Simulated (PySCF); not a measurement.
C4H10N2OSi2

| atom | x (Å) | y (Å) | z (Å) |
| --- | --- | --- | --- |
| C | 3.2559 | -1.0922 | -0.3464 |
| C | 1.8616 | -0.5737 | -0.3102 |
| C | 0.6944 | -1.2210 | 0.1906 |
| C | -0.2942 | -0.2945 | -0.0277 |
| N | -1.6454 | -0.2518 | 0.2070 |
| Si | -2.5239 | 1.2251 | -0.2689 |
| Si | -2.3849 | -1.6598 | 0.9817 |
| O | 0.2366 | 0.7915 | -0.5995 |
| N | 1.5926 | 0.6193 | -0.7792 |
| H | 3.6135 | -1.3264 | 0.6677 |
| H | 3.9202 | -0.3402 | -0.7913 |
| H | 3.3157 | -2.0153 | -0.9426 |
| H | 0.6119 | -2.2085 | 0.6354 |
| H | -2.4150 | 1.4569 | -1.7354 |
| H | -2.0174 | 2.4093 | 0.4783 |
| H | -3.9413 | 0.9576 | 0.1021 |
| H | -1.7727 | -1.8839 | 2.3247 |
| H | -3.8383 | -1.3746 | 1.1069 |
| H | -2.1544 | -2.8760 | 0.1474 |

Geometry: PBE0-D3(BJ)/def2-SVP.

Computed with PBE0/pcSseg-1, SCF density, gas phase, non-relativistic in PySCF 2.14.0.

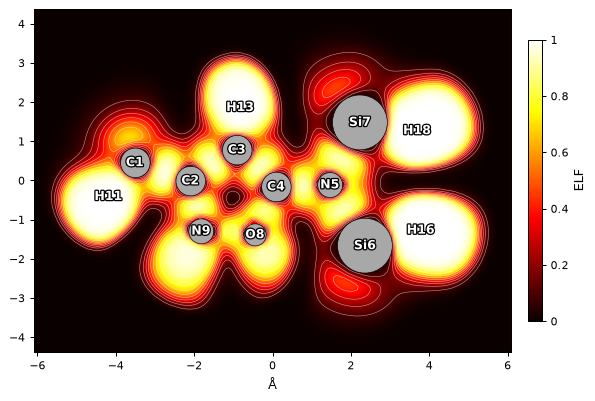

Figure 1. Electron localisation function on the plane of atoms C1, C2 and N9. Grey discs cover the atomic cores.

**What do the fields say about this system?**

The plane passes through C, N, Si, O and H nuclei. C–N (1.31 Å): the ELF peaks at about 0.90 between the atoms; localised, covalent bonding. C–O (1.34 Å): the ELF peaks at about 0.90 between the atoms, as expected for a polar covalent bond. C–C (1.37 Å): the ELF peaks at about 0.95 between the atoms: a covalent bond. N–O (1.38 Å): the ELF peaks at about 0.85 between the atoms (a covalent bond). Si–N (1.77 Å): the ELF peaks at about 0.90 between the atoms; a shared but strongly polarised pair. The ELF also peaks beside N9 and O8, away from the bonds: lone-pair regions.

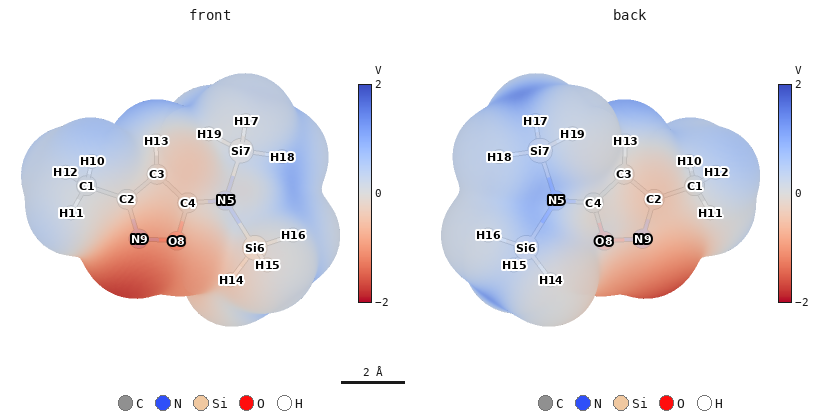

Figure 2. The electrostatic potential painted on the density surface at 0.001 e/bohr³, seen from the front and from behind; red is negative and blue positive.

**Which sites attract a positive test charge, and which a negative one?**

A positive charge is drawn to the negative regions and a negative charge to the positive ones. The most negative region (about −1.7 V) lies over N9, the most positive (about +1.2 V) over Si6 and Si7. N9 is the likeliest acceptor of a hydrogen bond.

**How polar is the molecule by this calculation?**

Its dipole moment is 3.05 D.
